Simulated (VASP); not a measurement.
Band structure of Ti (relaxed from the fcc structure, space group Fm-3m). Method: r2SCAN meta-GGA, VASP's PBE PAW potentials (set 64) (plane waves; VASP).

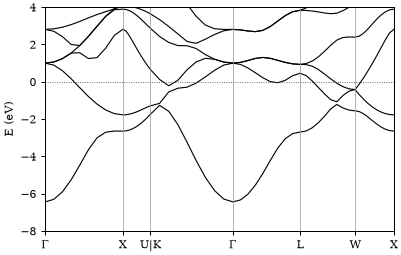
Fig. 1. Bands along high-symmetry lines, zero at the valence-band maximum or, without a gap, the Fermi level

Q: Read the plot: is there a gap, and where are the band edges?

A: It has no gap at this level: it comes out as a metal or semimetal.

The structure was generated: Ti was put into the fcc type (Fm-3m), which need not be its known phase. It was relaxed first.
